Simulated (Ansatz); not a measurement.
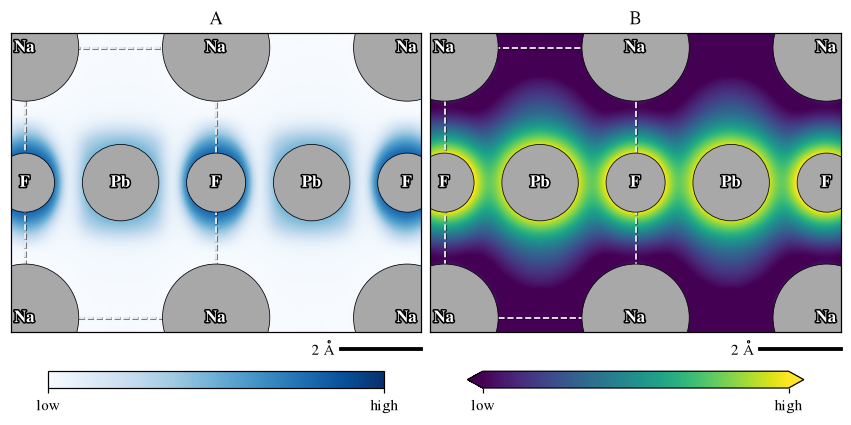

NaPbF3: 2 fields on the (11̄0) plane of the conventional cell, with unlabelled colour scales. Grey discs cover the atomic cores.

Space group Pm-3m; started from the cubic perovskite prototype, which need not be the ambient phase.

The calculation used Ansatz 0.2.0, DFT, r2SCAN+rVV10, plane waves, PAW.

**Match the panels to the quantities (electron localisation function and valence pseudo-density).**

Panel A: electron localisation function. Panel B: valence pseudo-density. From the grid: Pb–F (2.37 Å): the density is about 0.37 e/Å³ at the midpoint; the ELF is about 0.15 at the midpoint; no shared electron pair shows on this line. Na–F (3.36 Å): ρ is about 0.02 e/Å³ halfway, with its minimum of 0.01 e/Å³ about 1.4 Å from Na; the ELF is about 0.05 at the midpoint (no localised pair shows between them).
